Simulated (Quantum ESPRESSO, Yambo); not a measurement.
# A GW chain in Yambo: AlN (F-43m), part 2 of 2

Aim: the G0W0 gap of AlN (F-43m) on PBE, step by step.

Quantum ESPRESSO 7.5 and Yambo 5.3.0; PBE and many-body steps on it, plane waves. Known limits of the many-body steps: not at the basis limit; coarse k mesh.

So far. Step 3 (Bands along the symmetry lines): The gap is 3.325 eV, as in the run before at this level. Step 4 (Empty states on the mesh, 4×4×4 mesh, 51 bands): On this mesh the gap is 3.325 eV.

### Step 5. Conversion and set-up

This step: Yambo 5.3.0; conversion and set-up on PBE, plane waves, norm-conserving pseudopotentials.

The states are converted to the many-body program's format and the q mesh is built.

The run is started by

```sh
> (cd o/x.save; p2y > p2y.log; mv SAVE ../..); yambo > setup.log
```

Log:

```text
 Yambo, version 5.3.0

 [02] CORE Variables Setup
 =========================

  [02.01] Unit cells
  ==================

  Cell kind             :  FCC
  Atoms in the cell     :  Al  N
  number of Al atoms    :  1
  number of N  atoms    :  1

  List of atomic masses
  Mass of Al    :  26.98200
  Mass of N     :  14.00700

  List of atomic coordinates    : [cc]
  Al1       :  0.000000  0.000000  0.000000  order 1
  N1       :  6.190725  6.190725  6.190725  order 2

  Alat factors          :  4.127150  4.127150  4.127150 [a.u.]
  Direct lattice volume :  140.5985 [a.u.]
  Direct lattice vectors:  A[ 1 ]  A[ 2 ]  A[ 3 ]
   A[ 1 ]: -0.000000  1.000000  1.000000  [iru]
  -0.000000  4.127150  4.127150  [cc]
   A[ 2 ]:  1.000000 -0.000000  1.000000  [iru]
   4.127150 -0.000000  4.127150  [cc]
   A[ 3 ]:  1.000000  1.000000 -0.000000  [iru]
   4.127150  4.127150 -0.000000  [cc]

  Recip. lattice volume :  1.764245 [a.u.]
  Recip. lattice vectors:  B[ 1 ]  B[ 2 ]  B[ 3 ]
   B[ 1 ]: -0.500000  0.500000  0.500000  [iku]
  -0.761202  0.761202  0.761202  [cc]
   B[ 2 ]:  0.500000 -0.500000  0.500000  [iku]
   0.761202 -0.761202  0.761202  [cc]
   B[ 3 ]:  0.500000  0.500000 -0.500000  [iku]
   0.761202  0.761202 -0.761202  [cc]

  [02.02] Symmetries
  ==================

  Inversion symmetry    : yes
  Spatial inversion     : no
  Inversion index       :  25
  K-space Time-reversal : yes
  Magnetic symmetries   : no
  Time-reversal derived K-space symmetries:   25   48
  Group table correct   : yes
  Symmetries units      :  [cc]

   [S  1]:   1.0000     -0.16624E-17 -0.16624E-17 -0.16624E-17   1.0000      0.16624E-17  0.16624E-17  0.16624E-17   1.0000
   [S  2]:  -1.0000      0.16624E-17 -0.16624E-17  0.16624E-17  -1.0000      0.16624E-17 -0.16624E-17 -0.16624E-17   1.0000
   [S  3]:  -1.0000     -0.16624E-17  0.16624E-17  0.16624E-17   1.0000     -0.16624E-17 -0.16624E-17  0.16624E-17  -1.0000
[...]
[S  9]: -0.16624E-17   1.0000     -0.16624E-17  0.16624E-17 -0.16624E-17   1.0000       1.0000      0.16624E-17  0.16624E-17
   [S 10]: -0.16624E-17  -1.0000      0.16624E-17  0.16624E-17  0.16624E-17  -1.0000       1.0000     -0.16624E-17 -0.16624E-17
     [... 36 further rows ...]
   [S*47]:   1.0000     -0.16624E-17  0.16624E-17 -0.16624E-17  0.16624E-17  -1.0000      0.16624E-17   1.0000     -0.16624E-17
   [S*48]:   1.0000      0.16624E-17 -0.16624E-17 -0.16624E-17 -0.16624E-17   1.0000      0.16624E-17  -1.0000      0.16624E-17

  [02.03] Reciprocal space
  ========================

  nG shells         :  167
  nG charge         :  11575
  nG WFs            :  1905
  nC WFs            :  1475
  G-vecs. in first 16 shells:  [ Number ]
     1    9   15   27   51   59   65   89  113
   137  169  181  229  259  283  307
  ...
  Shell energy in first 16 shells:  [ mHa ]
[...]
K lattice UC volume  :  0.027566 [a.u.]

  IBZ K-points                                      :   8
  BZ  K-points                                      :   64

  K/Q-points units:
  rlu = crystal or reduced units; cc = cartesian coordinates; iku = interal k-units

  K [1]          [rlu]:  0.000000  0.000000  0.000000
         WF components:  1459
  K [2]          [rlu]: -0.52978E-17 -0.52978E-17  0.25000
         WF components:  1447
  K [3]          [rlu]:  0.10596E-16  0.10596E-16 -0.50000
         WF components:  1458
  K [4]          [rlu]:  0.17136E-17  0.25000      0.25000
         WF components:  1475
  K [5]          [rlu]:  0.71862E-17  0.25000     -0.50000
         WF components:  1461
  [... 2 further k-points ...]
  K [8]          [rlu]:  0.250000 -0.500000 -0.250000
         WF components:  1448

  [02.05] Energies & Occupations
  ==============================

  [X] === General ===
  [X] Electronic Temperature                        :  0.000000  0.000000 [eV K]
  [X] Bosonic    Temperature                        :  0.000000  0.000000 [eV K]
  [X] Finite Temperature mode                       : no
  [X] El. density                                   :  0.38398E+24 [cm-3]
  [X] Fermi Level                                   :  6.956541 [eV]

  [X] === Gaps and Widths ===
  [X] Conduction Band Min                           :  3.324859 [eV]
  [X] Valence Band Max                              :  0.000000 [eV]
  [X] Filled Bands                                  :   4
  [X] Empty Bands                                   :    5   51
  [X] Direct Gap                                    :  4.192097 [eV]
  [X] Direct Gap localized at k                     :  1
  [X] Indirect Gap                                  :  3.324859 [eV]
  [X] Indirect Gap between kpts                     :   1   7
  [X] Last valence band width                       :  2.697200 [eV]
  [X] 1st conduction band width                     :  4.489928 [eV]

  E @ K [1]:  [eV]
   -14.9671    -0.826624E-8 -0.156343E-8   0.00000      4.19210      12.5894      12.5894      12.5894
  occ @ K [1]
   2.000000  2.000000  2.000000  2.000000  0.000000  0.000000  0.000000  0.000000
  E @ K [2]:  [eV]
  -14.11652  -3.25771  -0.25553  -0.25553   6.45187  10.97736  12.34939  12.34939
  occ @ K [2]
[...]
E @ K [3]:  [eV]
[...]
occ @ K [3]
[...]
E @ K [4]:  [eV]
[...]
occ @ K [4]
[...]
E @ K [5]:  [eV]
[...]
occ @ K [5]
[...]
[... 2 further k-points ...]
  E @ K [8]:  [eV]
  -12.22523  -3.77424  -3.43625  -2.69720   6.04839  11.44788  11.98020  12.16006
  occ @ K [8]
   2.000000  2.000000  2.000000  2.000000  0.000000  0.000000  0.000000  0.000000

 [03] Transferred momenta grid and indexing
 ==========================================

 IBZ Q-points                                      :   8
 BZ  Q-points                                      :   64

 K/Q-points units:
 rlu = crystal or reduced units; cc = cartesian coordinates; iku = interal k-units

 Q [1]          [rlu]:  0.000000  0.000000  0.000000
 Q [2]          [rlu]: -0.52978E-17 -0.52978E-17  0.25000
 Q [3]          [rlu]:  0.10596E-16  0.10596E-16 -0.50000
[...]
Q [7]          [rlu]: -0.39890E-16 -0.50000     -0.50000
 Q [8]          [rlu]:  0.250000 -0.500000 -0.250000

  [03.01] X indexes
  =================

   [03.01.01] Sigma indexes
   ========================

 [06] Game Over & Game summary
```

Wall time 2 s (1 MPI rank of Arm Neoverse V1, shared host); peak memory 0.23 GiB.

### Step 6. Screening and self-energy, 4×4×4 mesh, 51 bands, screening to 129.3 eV

G0W0 replaces the xc potential by the self-energy, built once from these orbitals. Only a window of levels is corrected, while the sums run over the empty bands that the input names.

This step: G0W0 on PBE, plane waves, norm-conserving pseudopotentials.

gw1.in reads:

```
HF_and_locXC
gw0
dyson
ppa
em1d
rim_cut
RandQpts= 1000000
RandGvec= 1 RL
EXXRLvcs= 72 Ry
VXCRLvcs= 288 Ry
Chimod= "HARTREE"
% BndsRnXp
 1 | 51 |
%
NGsBlkXp= 9.5 Ry
% LongDrXp
 1 | 1 | 1 |
%
% GbndRnge
 1 | 51 |
%
DysSolver= "n"
ExtendOut
PPAPntXp= 27.21138 eV
% QPkrange
 1 | 8 | 2 | 8 |
%
```

The run is started by

```sh
> OMP_NUM_THREADS=1 mpirun -n 8 yambo -F gw1.in -J gw1 -C gw1 > gw1.log
```

Log:

```text
 Yambo, version 5.3.0

 [02] CORE Variables Setup
 =========================

  [... cell, symmetries and grids as in the set-up ...]

  [02.05] Energies & Occupations
  ==============================

  [X] === General ===
  [X] Electronic Temperature                        :  0.000000  0.000000 [eV K]
  [X] Bosonic    Temperature                        :  0.000000  0.000000 [eV K]
  [X] Finite Temperature mode                       : no
  [X] El. density                                   :  0.38398E+24 [cm-3]
  [X] Fermi Level                                   :  6.956541 [eV]

  [X] === Gaps and Widths ===
  [X] Conduction Band Min                           :  3.324859 [eV]
  [X] Valence Band Max                              :  0.000000 [eV]
  [X] Filled Bands                                  :   4
  [X] Empty Bands                                   :    5   51
  [X] Direct Gap                                    :  4.192097 [eV]
  [X] Direct Gap localized at k                     :  1
  [X] Indirect Gap                                  :  3.324859 [eV]
  [X] Indirect Gap between kpts                     :   1   7
  [X] Last valence band width                       :  2.697200 [eV]
  [X] 1st conduction band width                     :  4.489928 [eV]

 [03] Transferred momenta grid and indexing
 ==========================================

 IBZ Q-points                                      :   8
 BZ  Q-points                                      :   64

 K/Q-points units:
 rlu = crystal or reduced units; cc = cartesian coordinates; iku = interal k-units

 Q [1]          [rlu]:  0.000000  0.000000  0.000000
 Q [2]          [rlu]: -0.52978E-17 -0.52978E-17  0.25000
 Q [3]          [rlu]:  0.10596E-16  0.10596E-16 -0.50000
 Q [4]          [rlu]:  0.19945E-16  0.25000      0.25000
 Q [5]          [rlu]:  0.25178E-16  0.25000      0.50000
 Q [6]          [rlu]:  0.10596E-16  0.25000     -0.25000
 Q [7]          [rlu]: -0.39890E-16 -0.50000     -0.50000
 Q [8]          [rlu]:  0.250000 -0.500000 -0.250000

 [04] Coloumb potential Random Integration (RIM)
 ===============================================

  [04.01] RIM initialization
  ==========================

  * Diagonal components only detected *

  8 x (sBL volume)        :  0.220531 [a.u.]
  sBZ random points       :  1000000
  Points outside the sBZ  :   7987327
  RL volume               :  1.764245 [a.u.]
  Integrated volume       :  1.767044 [a.u.]

  [04.02] RIM integrals
  =====================

  Gamma point sphere radius             :  0.109591 [a.u.]
  Points outside the sphere             :   799513
  [Int_sBZ(q=0) 1/q^2]*(Vol_sBZ)^(-1/3) =:  7.764325
                                 should be <:  7.795600

  Summary of Coulomb integrals for non-metallic bands |Q|[au] RIM/Bare

  Q [1] 0.100000E-4 0.995988 * Q [2] 0.329610 1.065884
  Q [4] 0.380601 1.064810 * Q [6] 0.538251 1.027704
  Q [5] 0.631155 1.020409 * Q [3] 0.659220 1.018308
  Q [7] 0.761202 1.014905 * Q [8] 0.851049 1.011860

 [05] Dipoles
 ============

  [05.01] Setup: observables and procedures
  =========================================

 [06] Dynamic Dielectric Matrix (PPA)
 ====================================

 [SLK-Inversion]  Pools        :  2
 [SLK-Inversion]  BLACS grid   :  2  2

 [WR./gw1//ndb.pp]---------------------------------------------------------------
  Brillouin Zone Q/K grids (IBZ/BZ)                :    8   64    8   64
  RL vectors                                       :  1917 [WF]
  Coulomb cutoff potential                         : none
  Electronic Temperature                           :  0.000000 [K]
  Bosonic    Temperature                           :  0.000000 [K]
  PPA    diel. fun.  energies                      : Perdew, Burke & Ernzerhof(X)+Perdew, Burke & Ernzerhof(C)
  wavefunctions                                    : Perdew, Burke & Ernzerhof(X)+Perdew, Burke & Ernzerhof(C)
  Global Gauge                                     : length
  X matrix size                                    :   89
  X band range                                     :    1   51
  X e/h energy range                               : -1.000000 -1.000000 [eV]
  X Time ordering                                  : R
  X Hxc Kernel                                     : HARTREE
  X Drude frequency                                :  0.000000  0.000000
  X poles                                          :  100.0000 [o/o]
  RL vectors in the sum                            :  1917
  [r,Vnl] included                                 : yes
  Field direction                                  :  0.577350E-5  0.577350E-5  0.577350E-5
  BZ energy Double Grid                            : no
  BZ energy DbGd points                            : 0
  BZ Q point size factor                           : -1.000000
  X Optical Averaged directions                    : none

 [07] Local Exchange-Correlation + Non-Local Fock
 ================================================

 [VXC] Plane waves :  11575
 [EXS] Plane waves :  1471

 QP @ state[ 1 ] K range:   1   8
 QP @ state[ 1 ] b range:   2   8

 [xc] Functional : Perdew, Burke & Ernzerhof(X)+Perdew, Burke & Ernzerhof(C)
 [xc] LIBXC used to calculate xc functional
  PP Number of Atomic Species                      :  2
  NLCC RL compoments                               :  11575
  PP Number of Atomic Species                      :  2
  NLCC RL compoments                               :  11575

 [xc] E_xc :  -3.460990 [Ha]
      E_xc :  -6.921979 [Ry]

  Local XC kind (lXC) : Perdew, Burke & Ernzerhof(X)+Perdew, Burke & Ernzerhof(C)
  Non-Local XC kind (nlXC) : Hartree-Fock

  Corrections @ K [1] :  [eV]
 <2|nlXC|2> = -20.93502  0.37260E-17 <2|lXC|2> = -16.96897 -0.54255E-21
 <3|nlXC|3> = -20.93513 -0.15425E-16 <3|lXC|3> = -16.96897  0.70806E-16
 <4|nlXC|4> = -20.93519  0.15625E-16 <4|lXC|4> = -16.96897 -0.12298E-21
 <5|nlXC|5> = -7.926791  0.13679E-17 <5|lXC|5> = -12.51951  0.94408E-16
 <6|nlXC|6> = -4.085065 -0.11668E-17 <6|lXC|6> = -9.879197 -0.18882E-15
 <7|nlXC|7> = -4.084745  0.19490E-17 <7|lXC|7> = -9.879196  0.15763E-19
 <8|nlXC|8> = -4.084825 -0.33048E-17 <8|lXC|8> = -9.879196  0.94406E-16

  Corrections @ K [2] :  [eV]
 <2|nlXC|2> = -19.26695 -0.12102E-17 <2|lXC|2> = -14.40035  0.18882E-15
 <3|nlXC|3> = -20.81909  0.47777E-16 <3|lXC|3> = -16.75776  0.47215E-16
 <4|nlXC|4> = -20.81889  0.66869E-17 <4|lXC|4> = -16.75776  0.18882E-15
[...]
Corrections @ K [3] :  [eV]
[...]
Corrections @ K [4] :  [eV]
[...]
Corrections @ K [5] :  [eV]
[...]
[... 2 further k-points ...]
  Corrections @ K [8] :  [eV]
[...]
<4|nlXC|4> = -18.38030  0.83993E-17 <4|lXC|4> = -13.85469  0.94410E-16
 <5|nlXC|5> = -6.995243  0.15086E-17 <5|lXC|5> = -11.82310 -0.18882E-15
 <6|nlXC|6> = -5.992991  0.40365E-19 <6|lXC|6> = -12.02057  0.11801E-15
 <7|nlXC|7> = -4.137182  0.24818E-17 <7|lXC|7> = -10.20253 -0.23602E-15
 <8|nlXC|8> = -6.797686  0.32557E-17 <8|lXC|8> = -13.55427 -0.38354E-16

  [07.01] Hartree-Fock occupations report
  =======================================

  [Hartree-Fock] === General ===
  [Hartree-Fock] Electronic Temperature             :  0.000000  0.000000 [eV K]
  [Hartree-Fock] Bosonic    Temperature             :  0.000000  0.000000 [eV K]
  [Hartree-Fock] Finite Temperature mode            : no
  [Hartree-Fock] El. density                        :  0.38398E+24 [cm-3]
  [Hartree-Fock] Fermi Level                        :  6.956541 [eV]

  [Hartree-Fock] === Gaps and Widths ===
  [Hartree-Fock] Conduction Band Min                :  7.563402 [eV]
  [Hartree-Fock] Valence Band Max                   : -3.966225 [eV]
  [Hartree-Fock] Filled Bands                       :   4
  [Hartree-Fock] Empty Bands                        :    5   51
  [Hartree-Fock] Direct Gap                         :  12.75104 [eV]
  [Hartree-Fock] Direct Gap localized at k          :  1
  [Hartree-Fock] Indirect Gap                       :  11.52963 [eV]
  [Hartree-Fock] Indirect Gap between kpts          :   1   7
  [Hartree-Fock] Last valence band width            :  3.256584 [eV]
  [Hartree-Fock] 1st conduction band width          :  5.775858 [eV]

 [08] Dyson equation: Newton solver
 ==================================

  [08.01] G0W0 (W PPA)
  ====================

  [  GW  ] Bands range     :    1   51
  [GW/PPA] G damping       :  0.100000 [eV]

  QP @ state[ 1 ] K range:   1   8
  QP @ state[ 1 ] b range:   2   8

   Sc/G bands                                       :    1   51
   Sc/G damping                                     :  0.100000 ev
   Sc bands terminator                              : no
   Sx RL components                                 :  1471

   QP @ state[ 1 ] K range                          :   1   8
   QP @ state[ 1 ] b range                          :   2   8
   GF energies kind                                 : Perdew, Burke & Ernzerhof(X)+Perdew, Burke & Ernzerhof(C)
   GF WF`s kind                                     : Perdew, Burke & Ernzerhof(X)+Perdew, Burke & Ernzerhof(C)
   Xs energies kind                                 : Perdew, Burke & Ernzerhof(X)+Perdew, Burke & Ernzerhof(C)
   Xs WF`s kind                                     : Perdew, Burke & Ernzerhof(X)+Perdew, Burke & Ernzerhof(C)

 [11] Game Over & Game summary
```

The job ended after 20 s (8 MPI ranks; peak memory 2.3 GiB).

This step gave:

```yaml
g0w0_gap_on_the_mesh: 4.350 eV
starting_gap_on_the_mesh: 3.325 eV
k_of_the_valence_top: 0, 0, 0
k_of_the_conduction_bottom: 0, -0.5, -0.5
least_direct_g0w0_gap_on_the_computed_points: 5.509 eV
z_at_the_valence_top: 0.7938
z_at_the_conduction_bottom: 0.8391
```

The gap on the mesh goes from 3.32 eV to 4.35 eV, a correction of +1.03 eV.

Limits: finite bands, cutoff and mesh; coarse k mesh. v1 is the top filled band, c1 the lowest empty one. The levels before and after the correction (eV, zero at the valence-band top of each column):

```csv
,conduction bottom,valence top
Kohn-Sham,3.32,0.00
G0W0,4.35,0.00
```

```csv
,level,energy (eV)
Kohn-Sham,Γ v3-v1,0.000
Kohn-Sham,Γ c1,4.192
Kohn-Sham,Γ c2-c4,12.589
Kohn-Sham,(0 -0.5 -0.5) v3,-4.898
Kohn-Sham,(0 -0.5 -0.5) v2-v1,-1.775
Kohn-Sham,(0 -0.5 -0.5) c1,3.325
Kohn-Sham,(0 -0.5 -0.5) c2,8.652
Kohn-Sham,(0 -0.5 -0.5) c3,13.920
Kohn-Sham,(0 -0.5 -0.5) c4,15.697
G0W0,Γ v3-v1,0.000
G0W0,Γ c1,5.509
G0W0,Γ c2-c4,13.916
G0W0,(0 -0.5 -0.5) v3,-5.545
G0W0,(0 -0.5 -0.5) v2-v1,-2.109
G0W0,(0 -0.5 -0.5) c1,4.350
G0W0,(0 -0.5 -0.5) c2,9.935
G0W0,(0 -0.5 -0.5) c3,16.069
G0W0,(0 -0.5 -0.5) c4,17.327
```

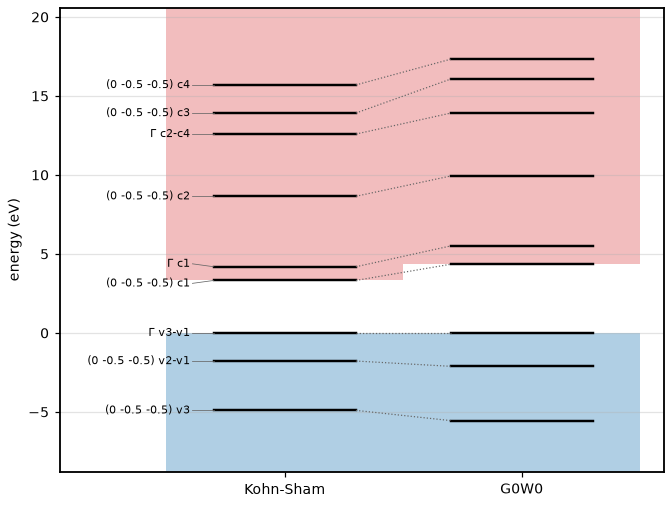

Levels before and after the correction. Shaded: valence and conduction bands.

### Step 7. Where the time went

Times are wall times on the hardware named with each run, good to a factor of about two.

```csv
step,time,share,memory (GiB)
ground state,1.7 s,6 %,0.05
bands along the symmetry lines,1.3 s,5 %,0.05
empty states on the mesh,1.2 s,4 %,0.05
conversion and set-up,2 s,8 %,0.23
screening and self-energy,20 s,77 %,2.3
```

### Step 8. What came out

```yaml
pbe_gap: 3.32 eV, indirect
g0w0_gap_on_the_mesh: 4.35 eV
gw_settings: 4×4×4 mesh, 51 bands, screening to 129.3 eV, Godby-Needs plasmon pole
known_limits: not at the basis limit; coarse k mesh
```

G0W0 moves the gap on the mesh from 3.32 eV to 4.35 eV (+1.03 eV), with Z of 0.79 and 0.84 at the edges. The dearest step here is «screening and self-energy». Bands and cutoff are finite, so the gap is not at the basis limit. The miss can reach some tenths of an eV and take either sign; the mesh is an error of its own. The 4×4×4 mesh is coarse for this cell, which bears on the long-range parts of exchange and screening.

[Paths, hosts, dates, memory and timing lines, banners, echoed tables and standing remarks are left out of the program output.]

[Logs are printed without paths, hosts, clocks, repeated set-up lines and the standing remarks that a program may print on its own settings, such as how far it seeks lower states.]

[Runs of the session that timed out or met a known fault of the program may be left out.]

[Hosts, paths, dates, database ids (printed as entryN), source tags and the programs' standing remarks are cut or masked in the printed files.]
